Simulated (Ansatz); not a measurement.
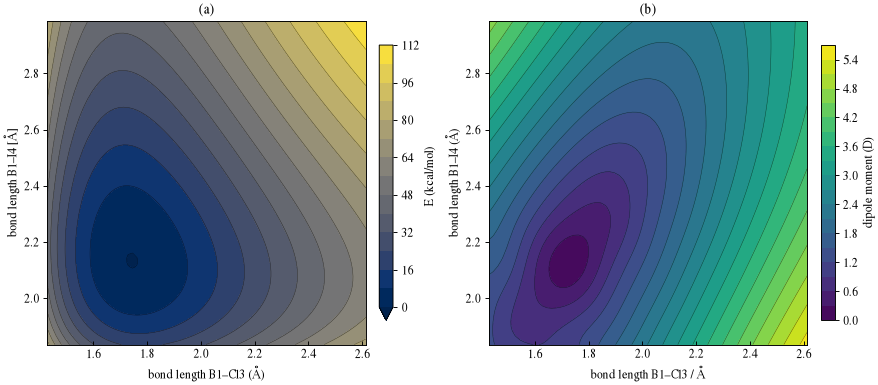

BCl2I. First axis: bond length B1–Cl3. Second axis: bond length B1–I4. Nothing is relaxed (all other coordinates rigid). The scan uses a 9 × 9 grid. All energies are given in kcal/mol relative to the lowest grid point. The reference is spin-restricted, which grows unreliable where a bond is stretched far. Computed with RKS B3LYP-D4/def2-TZVP in Ansatz.

Panel (a) is the energy; panel (b) is the computed dipole moment, in D.

In the figure: filled contours. Between grid points the surface is interpolated.

Question: How does the dipole moment vary over the map, and what is it at the lowest grid point?

Answer: Leaving out the highest fifth of the energies, it runs from 0.09 D at bond length B1–Cl3 = 1.725 Å, bond length B1–I4 = 2.123 Å to 5.10 D at bond length B1–Cl3 = 2.613 Å, bond length B1–I4 = 1.979 Å. At the lowest grid point, bond length B1–Cl3 = 1.725 Å, bond length B1–I4 = 2.123 Å, it is 0.09 D.
